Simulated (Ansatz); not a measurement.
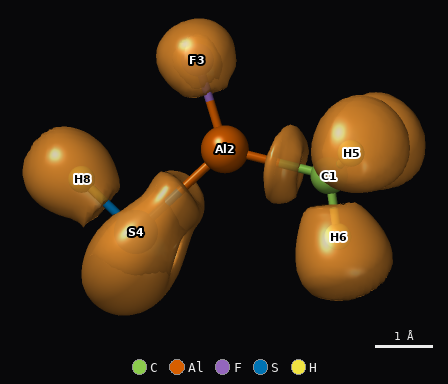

Figure. CH₄AlFS (SMILES [CH3][Al]([F])[SH]). Isosurface of the electron localisation function at 0.8 (orange), seen across its widest extent. Only the valence region is drawn (cores and ρ < 0.01 e/Å³ removed).

Geometry: PBE0-D3(BJ)/def2-SVP.

Theory: isolated molecule in a Gaussian basis; Kohn-Sham density functional theory, functional PBE0 (Ansatz 0.2.0).

```xyz
8

C    -0.1594    0.0341   -0.6882
Al   -0.3525    0.3147    1.2146
F     0.1093    1.7528    1.9253
S    -1.1699   -1.1828    2.5696
H     0.8953    0.1356   -0.9921
H    -0.5099   -0.9627   -0.9968
H    -0.7311    0.7883   -1.2534
H    -1.0278   -0.3925    3.6574
```

**What do the ELF domains correspond to?**

The surface consists of one region between bonded Al–C atoms (shared pairs), four regions around hydrogen nuclei, one region on S in which the atom's valence shell and bonds are merged and one region wrapped around F (its valence shell). Profiles from the grid: Al–F (1.67 Å): the ELF peaks at about 0.85 in the valence shell of F, 0.5 Å from its nucleus, and is about 0.35 at the midpoint. C–Al (1.93 Å): the ELF peaks at about 0.95 in the valence shell of C, 0.7 Å from its nucleus, and is about 0.85 at the midpoint.
